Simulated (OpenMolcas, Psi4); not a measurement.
# SnH2F2 (SMILES [F][SnH2][F]): methods side by side

SnH2F2: 5 atoms, total charge 0, spin state singlet. As SMILES, `[F][SnH2][F]`. The coordinates come from a PBE0-D4/def2-TZVP relaxation.

```xyz
5

F    -0.3435   -0.3563    1.7414
Sn    0.1289   -0.0732   -0.0862
F    -1.2312    1.1107   -0.7124
H    -0.0874   -1.5471   -0.8891
H     1.5832    0.7921   -0.0950
```

Each level gives the energy change with the Sn2–F3 bond stretched from 1.909 to 2.481 Å (eV). The values are calculated.

```
                                        level           kind     program  value (eV)  CPU time (all runs)
  HF/def2-SVP (core potential) (unrestricted)   Hartree–Fock  OpenMolcas        2.04                7.1 s
  BLYP/def2-SVP (core potential) (restricted)            GGA        Psi4        1.36                 30 s
   PBE/def2-SVP (core potential) (restricted)            GGA        Psi4        1.44                 48 s
revPBE/def2-SVP (core potential) (restricted)            GGA        Psi4        1.35                 34 s
 M06-L/def2-SVP (core potential) (restricted)       meta-GGA        Psi4        1.56                 65 s
r2SCAN/def2-SVP (core potential) (restricted)       meta-GGA        Psi4        1.66                 59 s
 B3LYP/def2-SVP (core potential) (restricted)  global hybrid        Psi4        1.61                 34 s
 BHLYP/def2-SVP (core potential) (restricted)  global hybrid        Psi4        1.89                 27 s
```

The first shape isn't each level's own minimum. The values span 1.35 to 2.04 eV. Times are those of the runs behind each value, whatever else they computed, on shared processors of several kinds: orders of magnitude only.

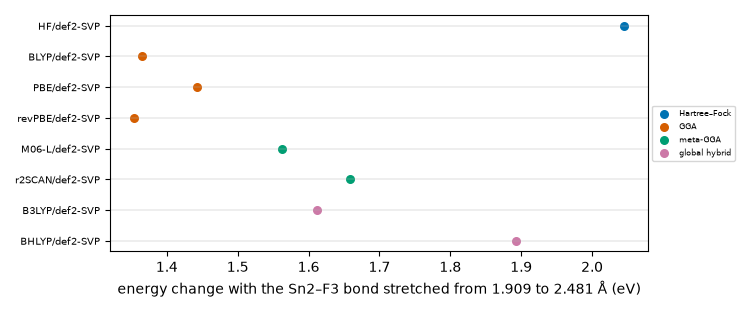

The values of the table, level by level.
